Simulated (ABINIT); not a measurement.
# CdS (Hawleyite): Raman and infrared activity, part 2 of 2

Aim: Raman and infrared lines of CdS (Hawleyite).

ABINIT 10.8.3; DFT LDA, scalar-relativistic, plane waves, PseudoDojo norm-conserving pseudopotentials.

So far. Step 3 (Relaxing the cell and atoms): The volume changes by -3.8 % in this run and stands -3.8 % from the first cell. Step 4 (Self-consistent run for the response): The cell stands at -0.37 GPa: the relaxation ran with a smoothed and higher cutoff and on another k mesh. The relaxed cell has a = 5.758 Å (conventional setting).

## Step 6: Zone-centre response

The derivative of the wavefunctions by k comes first, since the response to a field is built on it; then the field and the displacements that symmetry doesn't supply are solved at q = 0. By the 2n+1 theorem the first-order wavefunctions also give third derivatives: Raman tensors and the non-linear susceptibility.

It reads the wavefunctions written in step 4.

Contents of dfpt_gamma.abi:

```
ndtset 3

# common to the responses
getwfk_filepath "gso_WFK"
kptopt 2
nqpt 1
qpt 0.0 0.0 0.0
asr 0
chneut 0

# d/dk
rfelfd1 2
rfdir1 1 1 1
iscf1 -3
tolwfr1 1.0d-20

# displacements, field
rfphon2 1
rfatpol2 1 2
rfdir2 1 1 1
rfelfd2 3
getddk2 1
tolvrs2 1.0d-10
prepanl2 1
prtden2 1

# third order
optdriver3 5
getden_filepath3 "gso_DEN"
get1den3 2
get1wf3 2
getddk3 1
d3e_pert1_elfd3 1
d3e_pert1_phon3 1
d3e_pert1_atpol3 1 2
d3e_pert1_dir3 1 1 1
d3e_pert2_elfd3 1
d3e_pert2_dir3 1 1 1
d3e_pert3_elfd3 1
d3e_pert3_dir3 1 1 1
usepead3 1
tolvrs3 1.0d-10

# basis, mesh and filling
ecut 47.0
ngkpt 6 6 6
nshiftk 4
shiftk 
    0.5 0.5 0.5
    0.5 0.0 0.0
    0.0 0.5 0.0
    0.0 0.0 0.5
istwfk *1
occopt 1
nband 13
nstep 100
diemac 9.0
prtebands 0
prtgsr 0

# cell and atoms
acell 3*1.0 Angstrom
rprim 
    -2.879088923 0.0 2.879088923
    0.0 2.879088923 2.879088923
    -2.879088923 2.879088923 0.0
ntypat 2
znucl 48 16
natom 2
typat 1 2
xred 
    0.0 0.0 0.0
    0.25 0.25 0.25
pp_dirpath "./pseudo"
pseudos "Cd.upf, S.upf"
```

Run with:

```bash
$ OMP_NUM_THREADS=1 mpirun -n 8 abinit dfpt_gamma.abi > dfpt_gamma.log
```

Numbers of over 12 decimals in the logs are rounded to 6 here.

dfpt_gamma.abo, the main output file:

```text
[banners, grids, parts of the stress and lines that vanish by symmetry left out]
- input  file    -> dfpt_gamma.abi
- output file    -> dfpt_gamma.abo
- root for input  files -> dfpt_gammai
[...]
DATASET    1 : space group F-4 3 m (#216); Bravais cF (face-center cubic)
[...]
nfft =      110592          nkpt =         432
[...]
DATASET    2 : space group F-4 3 m (#216); Bravais cF (face-center cubic)
[...]
nfft =      110592          nkpt =         432
[...]
DATASET    3 : space group F-4 3 m (#216); Bravais cF (face-center cubic)
[...]
mpw =        4975          nfft =      110592          nkpt =         432
[...]
== DATASET  1 ==================================================================
[...]
cutoff_energies: {ecut:  47.0, pawecutdg:  -1.0, }
[...]
- 16.00000   6.00000  180309                  znucl, zion, pspdat
[...]
Perturbation : derivative vs k along direction   1
[...]
-ETOT  1  -25.892099029741     -2.589E+01 9.076E-01 0.000E+00
 ETOT  2  -26.213115790459     -3.210E-01 2.632E+00 0.000E+00
 ETOT  3  -26.233956762042     -2.084E-02 5.325E-02 0.000E+00
 ETOT  4  -26.237178735994     -3.222E-03 2.160E-01 0.000E+00
 ETOT  5  -26.237950821832     -7.721E-04 4.932E-03 0.000E+00
[...]
At SCF step   45   max residual=  9.99E-21 < tolwfr=  1.00E-20 =>converged.
[...]
Perturbation : derivative vs k along direction   2
[...]
-ETOT  1  -25.892099029368     -2.589E+01 9.076E-01 0.000E+00
[...]
At SCF step   45   max residual=  1.00E-20 < tolwfr=  1.00E-20 =>converged.
[...]
Perturbation : derivative vs k along direction   3
[...]
-ETOT  1  -25.892099028995     -2.589E+01 9.076E-01 0.000E+00
[...]
At SCF step   45   max residual=  1.00E-20 < tolwfr=  1.00E-20 =>converged.
[...]
1        1       1.1487979587   -0.0000000000
     1        2      -0.5743989793    0.0000000000
     1        3      -0.5743989794   -0.0000000000
     2        1      -0.5743989793    0.0000000000
     2        2       1.1487979587   -0.0000000000
     2        3       0.5743989794   -0.0000000000
     3        1      -0.5743989794   -0.0000000000
     3        2       0.5743989794   -0.0000000000
     3        3       1.1487979587    0.0000000000
[...]
== DATASET  2 ==================================================================
[...]
cutoff_energies: {ecut:  47.0, pawecutdg:  -1.0, }
[...]
Perturbation : displacement of atom   1   along direction   1
[...]
-ETOT  1   17.328894631491     -2.472E+04 2.635E+02 2.015E+03
[...]
At SCF step   17       vres2   =  1.25E-11 < tolvrs=  1.00E-10 =>converged.
[...]
Perturbation : displacement of atom   2   along direction   1
[...]
-ETOT  1   6.881897     -4.119E+02 3.764E+01 3.866E+02
[...]
At SCF step   21       vres2   =  2.17E-11 < tolvrs=  1.00E-10 =>converged.
[...]
Perturbation : homogeneous electric field along direction   1
[...]
-ETOT  1  -126.59820169435     -1.266E+02 2.135E+02 6.124E+04
[...]
At SCF step   28       vres2   =  3.74E-11 < tolvrs=  1.00E-10 =>converged.
[...]
Perturbation : homogeneous electric field along direction   2
[...]
-ETOT  1  -126.59820169378     -1.266E+02 2.135E+02 6.124E+04
[...]
At SCF step   28       vres2   =  3.75E-11 < tolvrs=  1.00E-10 =>converged.
[...]
Perturbation : homogeneous electric field along direction   3
[...]
-ETOT  1  -126.59820169322     -1.266E+02 2.135E+02 6.124E+04
[...]
ETOT 27  -143.40153087154      1.165E-12 6.616E-11 1.604E-10
 ETOT 28  -143.40153087154     -1.222E-12 2.722E-11 3.741E-11
 At SCF step   28       vres2   =  3.74E-11 < tolvrs=  1.00E-10 =>converged.
[...]
Dielectric tensor, in cartesian coordinates,
[...]
1    4   1    4         6.5931787612        -0.0000000000
   1    4   2    4         0.0000000000        -0.0000000000
   1    4   3    4         0.0000000000        -0.0000000000
   2    4   1    4         0.0000000000        -0.0000000000
   2    4   2    4         6.5931787612        -0.0000000000
   2    4   3    4        -0.0000000000        -0.0000000000
   3    4   1    4         0.0000000000        -0.0000000000
   3    4   2    4        -0.0000000000        -0.0000000000
   3    4   3    4         6.5931787612        -0.0000000000
  Effective charges, in cartesian coordinates,
[...]
1    1   1    4         2.1343678691         0.0000000000
   2    1   1    4        -0.0000000000         0.0000000000
   3    1   1    4         0.0000000000         0.0000000000
   1    2   1    4        -2.1338917761         0.0000000000
   2    2   1    4         0.0000000000         0.0000000000
[...]
Effective charges, in cartesian coordinates,
[...]
2    4   1    2         0.0000000000         0.0000000000
   3    4   1    2         0.0000000000         0.0000000000
   1    4   2    2         0.0000000000         0.0000000000
   2    4   2    2        -2.1338914441         0.0000000000
   3    4   2    2         0.0000000000         0.0000000000
   1    4   3    2        -0.0000000000         0.0000000000
   2    4   3    2         0.0000000000         0.0000000000
   3    4   3    2        -2.1338914441         0.0000000000
  Phonon wavevector (reduced coordinates) :  0.00000  0.00000  0.00000
 Phonon energies in Hartree :
[...]
Phonon frequencies in cm-1    :
-  2.255331E+00  2.255331E+00  2.255331E+00  2.442799E+02  2.442799E+02
-  2.442799E+02
  Phonon at Gamma, with non-analyticity in the
[...]
Phonon energies in Hartree :
[...]
Phonon frequencies in cm-1    :
-  2.255331E+00  2.255331E+00  2.255341E+00  2.442799E+02  2.442799E+02
-  2.970074E+02
  Phonon at Gamma, with non-analyticity in the
[...]
Phonon energies in Hartree :
[...]
Phonon frequencies in cm-1    :
-  2.255331E+00  2.255331E+00  2.255341E+00  2.442799E+02  2.442799E+02
-  2.970074E+02
  Phonon at Gamma, with non-analyticity in the
[...]
Phonon energies in Hartree :
[...]
Phonon frequencies in cm-1    :
-  2.255331E+00  2.255331E+00  2.255341E+00  2.442799E+02  2.442799E+02
-  2.970074E+02
[...]
== DATASET  3 ==================================================================
[...]
cutoff_energies: {ecut:  47.0, pawecutdg:  -1.0, }
[...]
j1 : displacement of atom   1 along direction   1
[...]
j1 : displacement of atom   2 along direction   1
[...]
j2 : displacement of atom   1 along direction   1
[...]
j2 : displacement of atom   2 along direction   1
[...]
j2 : displacement of atom   1 along direction   1
[...]
j2 : displacement of atom   2 along direction   1
[...]
1          1        0.000000000       -0.000000000       -0.000000000
[...]
1          2       -0.000000000       -0.000000000       -0.029698111
[...]
1          3       -0.000000000       -0.029698111        0.000000000
[...]
2          1        0.000000000       -0.000000000       -0.000000000
[...]
2          2       -0.000000000        0.000000000        0.029103159
[...]
2          3       -0.000000000        0.029103159        0.000000000
[...]
strten2     0.0000000000E+00  0.0000000000E+00  0.0000000000E+00
           strten3     0.0000000000E+00  0.0000000000E+00  0.0000000000E+00
================================================================================
```

The job ended after 74 min (8 MPI ranks of Arm Neoverse N1, shared host).

Numbers from this step:

```yaml
miss_of_the_charge_sum_rule: 4.76e-4 e
largest_acoustic_frequency_at_the_zone_centre_before_the_sum_rule: 2.26 cm⁻¹
highest_optical_zone_centre_mode_no_lo_to_term: 244.3 cm⁻¹
lowest_optical_zone_centre_mode: 244.3 cm⁻¹
mean_high_frequency_dielectric_constant: 6.593
largest_born_charge_in_size_third_of_the_trace: 2.134 e
```

Born charge (rows field, columns displacement), before the sum rule (e), principal values of the symmetric part by kind of site:

| atom | atoms with these values | low | middle | high | mean |
| --- | --- | --- | --- | --- | --- |
| Cd1 | 1 | 2.13 | 2.13 | 2.13 | 2.13 |
| S2 | 1 | -2.13 | -2.13 | -2.13 | -2.13 |

In full for S2:

```
-2.13  0.00  0.00
 0.00 -2.13  0.00
 0.00  0.00 -2.13
```

High-frequency dielectric tensor:

```
6.59 0.00 0.00
0.00 6.59 0.00
0.00 0.00 6.59
```

The acoustic modes at Γ come out as far as 2.3 cm⁻¹ from zero, where they should vanish, a small numerical error; the Born charges miss their sum rule by 4.8e-4 e, which is good.

## Step 7: Zone-centre analysis

anaddb reads the merged derivatives, imposes the acoustic sum rule and charge neutrality, and adds the LO-TO term along chosen directions.

Contents of anaddb.abi:

```
ddb_filepath "gamma_DDB"
output_file "anaddb.abo"
outdata_prefix "anaddb"
asr 1
chneut 1
enunit 2
eivec 1
nph1l 1
qph1l 0.0 0.0 0.0 1.0
dieflag 1
nph2l 3
qph2l 
    1.0 0.0 0.0 0.0
    0.0 0.0 1.0 0.0
    1.0 1.0 1.0 0.0
nlflag 1
ramansr 1
alphon 1
prtmbm 1
```

Contents of mrgddb.in:

```
gamma_DDB
merged
3
dfpt_gammao_DS2_DDB
dfpt_gammao_DS3_DDB
gso_DDB
```

Run with:

```bash
$ mrgddb < mrgddb.in > mrgddb.log
$ OMP_NUM_THREADS=1 anaddb anaddb.abi > anaddb.log
```

anaddb.abo, the main output file:

```text
[banners, grids, parts of the stress and lines that vanish by symmetry left out]
-outvars_anaddb: echo values of input variables ----------------------

 Flags :
[...]
Dielectric Tensor and Effective Charges
[...]
Effective charge tensors after
[...]
1          1        0.000000000       -0.000000000       -0.000000000
[...]
1          2       -0.000000000       -0.000000000       -0.029400635
[...]
1          3       -0.000000000       -0.029400635        0.000000000
[...]
2          1       -0.000000000        0.000000000        0.000000000
[...]
2          2       -0.000000000        0.000000000        0.029400635
[...]
2          3       -0.000000000        0.029400635       -0.000000000
[...]
Phonon wavevector (reduced coordinates) :  0.00000  0.00000  0.00000
 Phonon energies in Hartree :
[...]
Phonon energies in meV     :
-  0.000000E+00  0.000000E+00  0.000000E+00  3.028647E+01  3.028647E+01
-  3.028647E+01
 Phonon frequencies in cm-1    :
-  0.000000E+00  0.000000E+00  0.000000E+00  2.442768E+02  2.442768E+02
-  2.442768E+02
 Phonon frequencies in Thz     :
-  0.000000E+00  0.000000E+00  0.000000E+00  7.323235E+00  7.323235E+00
-  7.323235E+00
 Phonon energies in Kelvin  :
-  0.000000E+00  0.000000E+00  0.000000E+00  3.514598E+02  3.514598E+02
-  3.514598E+02
[...]
-  1  0.00000000E+00  0.00000000E+00  1.94859073E-03
-     0.00000000E+00  0.00000000E+00  0.00000000E+00
-  2  0.00000000E+00  0.00000000E+00  1.94858989E-03
-     0.00000000E+00  0.00000000E+00  0.00000000E+00
[...]
-  1  0.00000000E+00  1.94859073E-03  0.00000000E+00
-     0.00000000E+00  0.00000000E+00  0.00000000E+00
-  2  0.00000000E+00  1.94858989E-03  0.00000000E+00
-     0.00000000E+00  0.00000000E+00  0.00000000E+00
[...]
-  1  1.94859073E-03  0.00000000E+00  0.00000000E+00
-     0.00000000E+00  0.00000000E+00  0.00000000E+00
-  2  1.94858989E-03  0.00000000E+00  0.00000000E+00
-     0.00000000E+00  0.00000000E+00  0.00000000E+00
[...]
-  1  0.00000000E+00  0.00000000E+00  1.04073086E-03
-     0.00000000E+00  0.00000000E+00  0.00000000E+00
-  2  0.00000000E+00 -1.00268535E-07 -3.64840166E-03
-     0.00000000E+00  0.00000000E+00  0.00000000E+00
[...]
-  1  1.04559538E-07 -1.04073086E-03  0.00000000E+00
-     0.00000000E+00  0.00000000E+00  0.00000000E+00
-  2 -3.66545478E-07  3.64840164E-03 -1.00264048E-07
-     0.00000000E+00  0.00000000E+00  0.00000000E+00
[...]
-  1  1.04073086E-03  1.04559188E-07  0.00000000E+00
-     0.00000000E+00  0.00000000E+00  0.00000000E+00
-  2 -3.64840164E-03 -3.66544250E-07  0.00000000E+00
-     0.00000000E+00  0.00000000E+00  0.00000000E+00
[...]
-     1          0.000000    -0.000000     0.000001     0.000001
-     2          0.000000     0.000001    -0.000000     0.000001
-     3          0.000001     0.000000     0.000000     0.000001
-     4          0.000000    -0.000000     2.637687     2.637687
-     5         -0.000000    -2.637687     0.000000     2.637687
-     6          2.637687     0.000000    -0.000000     2.637687
[...]
-   1     Real    0.0000E+00  0.0000E+00  0.0000E+00  0.0000E+00  0.0000E+00  0.0000E+00  0.0000E+00
[...]
-   2     Real    0.0000E+00  0.0000E+00  0.0000E+00  0.0000E+00  0.0000E+00  0.0000E+00  0.0000E+00
[...]
-   3     Real    0.0000E+00  0.0000E+00  0.0000E+00  0.0000E+00  0.0000E+00  0.0000E+00  0.0000E+00
[...]
-   4     Real    0.0000E+00  0.0000E+00  1.0014E-04  0.0000E+00  0.0000E+00  0.0000E+00  1.0014E-04
[...]
-   5     Real    0.0000E+00  1.0014E-04  0.0000E+00  0.0000E+00  0.0000E+00  0.0000E+00  1.0014E-04
[...]
-   6     Real    1.0014E-04  0.0000E+00  0.0000E+00  0.0000E+00  0.0000E+00  0.0000E+00  1.0014E-04
[...]
-         0.000000000      -0.000000000       0.000000000
-        -0.000000000      -0.000000000      -0.000000000
[...]
Phonon at Gamma, with non-analyticity in the
[...]
Phonon energies in Hartree :
[...]
Phonon energies in meV     :
-  0.000000E+00  0.000000E+00  0.000000E+00  3.028647E+01  3.028647E+01
-  3.682464E+01
 Phonon frequencies in cm-1    :
-  0.000000E+00  0.000000E+00  0.000000E+00  2.442768E+02  2.442768E+02
-  2.970108E+02
 Phonon frequencies in Thz     :
-  0.000000E+00  0.000000E+00  0.000000E+00  7.323235E+00  7.323235E+00
-  8.904159E+00
 Phonon energies in Kelvin  :
-  0.000000E+00  0.000000E+00  0.000000E+00  3.514598E+02  3.514598E+02
-  4.273322E+02
[...]
-  1  0.00000000E+00  0.00000000E+00  1.94859073E-03
[...]
-  2  0.00000000E+00  0.00000000E+00  1.94858989E-03
[...]
Phonon at Gamma, with non-analyticity in the
[...]
Phonon energies in Hartree :
[...]
Phonon energies in meV     :
-  0.000000E+00  0.000000E+00  0.000000E+00  3.028647E+01  3.028647E+01
-  3.682464E+01
 Phonon frequencies in cm-1    :
-  0.000000E+00  0.000000E+00  0.000000E+00  2.442768E+02  2.442768E+02
-  2.970108E+02
 Phonon frequencies in Thz     :
-  0.000000E+00  0.000000E+00  0.000000E+00  7.323235E+00  7.323235E+00
-  8.904159E+00
 Phonon energies in Kelvin  :
-  0.000000E+00  0.000000E+00  0.000000E+00  3.514598E+02  3.514598E+02
-  4.273322E+02
[...]
Phonon at Gamma, with non-analyticity in the
[...]
Phonon energies in Hartree :
[...]
Phonon energies in meV     :
-  0.000000E+00  0.000000E+00  0.000000E+00  3.028647E+01  3.028647E+01
-  3.682464E+01
 Phonon frequencies in cm-1    :
-  0.000000E+00  0.000000E+00  0.000000E+00  2.442768E+02  2.442768E+02
-  2.970108E+02
 Phonon frequencies in Thz     :
-  0.000000E+00  0.000000E+00  0.000000E+00  7.323235E+00  7.323235E+00
-  8.904159E+00
 Phonon energies in Kelvin  :
-  0.000000E+00  0.000000E+00  0.000000E+00  3.514598E+02  3.514598E+02
-  4.273322E+02
[...]
-  1  1.52656573E-06 -1.94858494E-03 -4.48980673E-06
[...]
-  2  1.52647411E-06 -1.94858419E-03 -4.48989575E-06
[...]
-  1  1.94858979E-03  1.52393324E-06  1.12660570E-06
[...]
-  2  1.94858904E-03  1.52402353E-06  1.12669616E-06
[...]
-  1  1.35041161E-04  6.59035184E-04 -7.94076345E-04
[...]
-  2 -4.73402312E-04 -2.31032358E-03  2.78372590E-03
[...]
-  1  8.38954332E-04 -5.36426242E-04 -3.02528090E-04
[...]
-  2 -2.94105084E-03  1.88050385E-03  1.06054699E-03
[...]
-         0.000000000      -0.000000000      -0.000000000
-         0.000000000      -0.000000000      -0.000000000
[...]
-         0.000000000       0.001887856      -0.001566806
-         0.001887856       0.000000000      -0.000321050
-        -0.001566806      -0.000321050       0.000000000
[...]
-         0.000000000       0.000719238       0.001275313
-         0.000719238      -0.000000000      -0.001994550
-         0.001275313      -0.001994550       0.000000000
[...]
Direction                     Dielectric constant
[...]
0.00000   0.00000   1.00000      9.74708563
   1.00000   1.00000   1.00000      9.74708563
-
```

The job ended after 1.2 s (1 thread).

Read from the output:

```
mean static dielectric constant      : 9.747
highest mode moved by the LO-TO term : 297.0 cm⁻¹
```

No LO-TO term; unit eigenvectors of the mass-weighted matrix, from anaddb's displacements. Modes at Γ, with each element's share of the kinetic energy:

| mode | frequency (cm⁻¹) | symmetry | Cd % | S % |
| --- | --- | --- | --- | --- |
| 1 | 0.0 | acoustic | 78 | 22 |
| 2 | 0.0 | acoustic | 78 | 22 |
| 3 | 0.0 | acoustic | 78 | 22 |
| 4 | 244.3 | T2 | 22 | 78 |
| 5 | 244.3 | T2 | 22 | 78 |
| 6 | 244.3 | T2 | 22 | 78 |

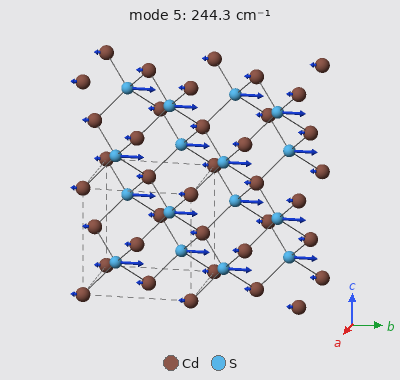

Displacement patterns of mode 5 at Γ; arrows are exaggerated. Bonds to atoms that aren't drawn are left out. 1×2×2 conventional cells are drawn. Some periodic images of atoms are drawn too.

Trace of the oscillator strength, degenerate modes summed. Lines of the infrared spectrum (strongest = 100):

| position (cm⁻¹) | lines merged | IR intensity, relative |
| --- | --- | --- |
| 244 | 3 | 100 |

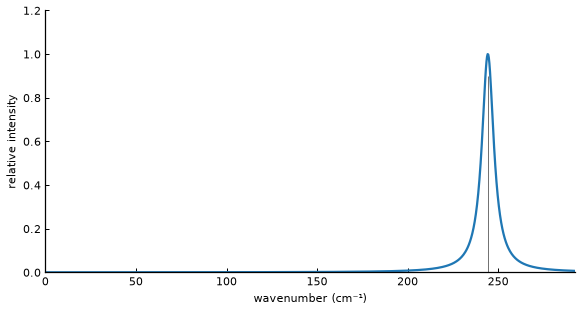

The infrared spectrum, broadened with Lorentzians of width 8 cm⁻¹; bars mark the lines.

From anaddb's Raman susceptibilities, degenerate modes summed; transverse modes, the longitudinal lines of polar modes are not listed. Raman lines, with heights relative to the strongest:

| position (cm⁻¹) | lines merged | Raman activity (Å⁴/amu), powder, relative |
| --- | --- | --- |
| 244 | 3 | 100 |

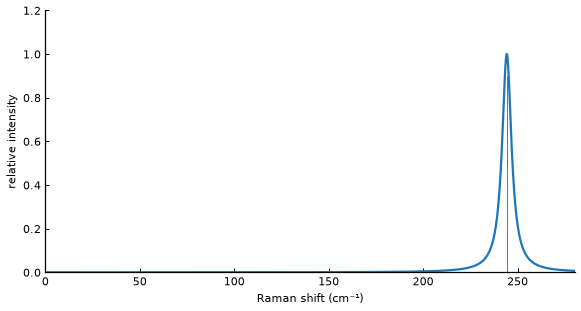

The Raman spectrum, broadened with Lorentzians of width 6 cm⁻¹; bars mark the lines.

Static dielectric tensor (ions relaxed, fixed cell):

```
9.75 0.00 0.00
0.00 9.75 0.00
0.00 0.00 9.75
```

Non-linear optical d (pm/V). Tensor:

| field along | xx | yy | zz | yz | xz | xy |
| --- | --- | --- | --- | --- | --- | --- |
| x | 0 | 0 | 0 | -15.55 | 0 | 0 |
| y | 0 | 0 | 0 | 0 | -15.55 | 0 |
| z | 0 | 0 | 0 | 0 | 0 | -15.55 |

The rule moves no optical mode by more than 0.1 cm⁻¹.

## Step 8: What came out

| Quantity | Value |
| --- | --- |
| space group after relaxation | F-43m |
| volume per atom | 23.9 Å³ |
| highest optical zone-centre mode (no LO-TO term) | 244.3 cm⁻¹ |
| highest mode moved by the LO-TO term | 297.0 cm⁻¹ |
| mean high-frequency dielectric constant | 6.59 |
| largest Born charge in size (third of the trace) | 2.13 e |
| mean static dielectric constant | 9.75 |
| imaginary optical modes at the zone centre (no q mesh in this session) | none |

**Reading.** The largest Raman activity of CdS (Hawleyite) lies at 244 cm⁻¹ and the strongest infrared line at 244 cm⁻¹ (transverse modes). At the LDA level the optical modes of CdS (Hawleyite) at the zone centre (no LO-TO term) lie at 244 cm⁻¹. The base run prints -0.37 GPa, mostly the error of a finite basis; the relaxation, with a smoothed and higher cutoff, had brought the cell to rest. Along the directions run, the highest mode that the macroscopic field moves lies at 297 cm⁻¹. Lattice motion raises the mean dielectric constant from 6.593 to 9.747. The Raman intensities rest on static tensors of the transverse modes; green light lies near or above this gap, where resonance changes them. The Born charge of Cd is 2.134 e against a formal charge of +2, close to the ionic value. The Lyddane-Sachs-Teller relation holds: (ωLO/ωTO)² is 1.48 and ε₀/ε∞ is 1.48. These are harmonic frequencies at zero temperature: anharmonic shifts and linewidths and thermal expansion are left out.

[Host names and launcher messages were left out of these logs when they were recorded.]

[Logs are printed without paths, hosts, clocks, repeated set-up lines and the standing remarks that a program may print on its own settings, such as how far it seeks lower states.]

[Hosts, paths, dates, database ids (printed as entryN), source tags and the programs' standing remarks are cut or masked in the printed files.]
